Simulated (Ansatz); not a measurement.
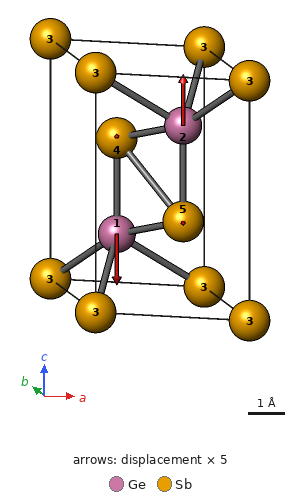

A relaxation of crystalline Ge$_{2}$Sb$_{3}$ (built on the A-type sesquioxide_164 type) (coarse preliminary run). The starting structure is drawn; red arrows show the displacements (the part carried along by the change of the cell is left out), magnified 5 times.

Style: ball-and-stick. Shown: the cell of the calculation, slightly off an axis.

Case: A-type sesquioxide type (P-3m1, No. 164).

The calculation used Ansatz 0.2.0, DFT PBE, scalar-relativistic, plane waves, PAW.

Input
```yaml
crystal:
  lattice:
    - [4.4211322247, 0.0, 0.0]
    - [-2.2105661123, 3.8288128201, 0.0]
    - [0.0, 0.0, 6.8785635882]
  atoms:
    - { symbol: Ge, position: [0.3333333333, 0.6666666667, 0.245] }
    - { symbol: Ge, position: [0.6666666667, 0.3333333333, 0.755] }
    - { symbol: Sb, position: [0.0, 0.0, 0.0] }
    - { symbol: Sb, position: [0.3333333333, 0.6666666667, 0.645] }
    - { symbol: Sb, position: [0.6666666667, 0.3333333333, 0.355] }
basis:
  ecutwfc: 420
kpoints:
  mp_grid: { grid: [6, 6, 4] }
hamiltonian:
  xc: pbe
scf:
  occupations: { method: gaussian, width: 0.1 }
  lower_state_search: "off"
output:
  forces: true
  stress: true
  eigenvalues: true
relax:
  adjacent_minimum: "off"
  f_tol: 0.04
  max_steps: 70
  cell: { stress_tol: 0.4 }
```

Launched with:
```bash
ansatz run input.yaml --threads 1 --pin off --max-ram 2560MiB --backend cpu --events-out ev --progress --plain --runs-dir out
```

### Which element moves most?

Germanium: up to 0.30 Å, against 0.03 Å for antimony.

### Describe the change and its energy.

Over 7 accepted moves (8 points after the start) the energy falls by 1.342 eV per cell of the calculation. The largest force component goes from 1.7 to 0.025 eV/Å. Pressure: 13.98 GPa at the start and 0.16 GPa at the end. The SCF was repeated once at an unchanged geometry on a basis and grid sized afresh for the cell, which shifted the energy by 12.2 meV per cell of the calculation at most. The largest moves relative to the cell, 0.30 Å, are those of Ge1 and Ge2. Ge2 goes along +c. Largest moves by element: Ge 0.30 Å, Sb 0.03 Å. Cell: a = b 4.421 → 4.873 Å (+10.2 %), c 6.879 → 6.476 Å (−5.9 %). Volume +14.4 %. Near-neighbour distances that change, for instance: Ge1–Sb5 2.662 → 2.980 Å, Sb4–Sb5 3.240 → 3.411 Å, Ge1–Sb4 2.751 → 2.913 Å, Ge1–Sb3 3.059 → 3.095 Å. Bond angles that change, for instance: Ge1–Sb3–Ge1 92.6° → 103.9°, Ge1–Sb3–Ge2 87.4° → 76.1°. The space group stays P-3m1 (No. 164).
